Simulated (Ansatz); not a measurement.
```json
{"atom": "C", "x (Å)": "1.3480", "y (Å)": "1.3166", "z (Å)": "1.5704"}
{"atom": "Ca", "x (Å)": "1.5353", "y (Å)": "-1.1643", "z (Å)": "1.6046"}
{"atom": "F", "x (Å)": "1.1893", "y (Å)": "-2.9538", "z (Å)": "2.3206"}
{"atom": "S", "x (Å)": "1.5059", "y (Å)": "0.9728", "z (Å)": "-0.0510"}
{"atom": "H", "x (Å)": "0.8013", "y (Å)": "2.0754", "z (Å)": "2.1406"}
```

Geometry: PBE0-D3(BJ)/def2-SVP.

Computed with Ansatz 0.2.0, isolated molecule in a Gaussian basis; Kohn-Sham density functional theory, functional PBE0.

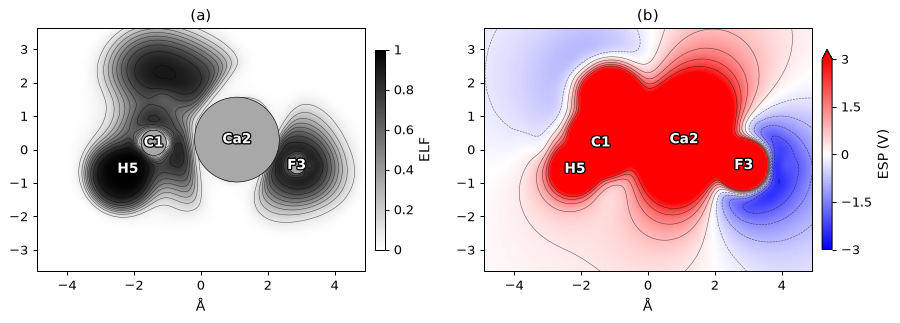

CHCaFS (SMILES [F][Ca-]1[CH]=[S+]1) (triplet). (a) electron localisation function; (b) electrostatic potential on the plane of atoms C1, Ca2 and F3. Grey discs cover the atomic cores in the ELF map.

What does the map show?

- The plane passes through C, Ca, F and H nuclei.
- Ca–F (1.96 Å): the ELF peaks at about 0.85 in the valence shell of F, 0.5 Å from its nucleus, and drops to about 0.15 between the two atoms: a largely ionic contact.
- C–Ca (2.49 Å): the ELF peaks at about 0.80 in the valence shell of C, 0.7 Å from its nucleus, and is about 0.15 at the midpoint.
- C–H (1.10 Å): the ELF climbs to about 1 towards the hydrogen, as it does in any bond to H; a covalent bond by its length.
- Outside the dense part of the molecule the potential is most negative (−2.5 V) near F3.
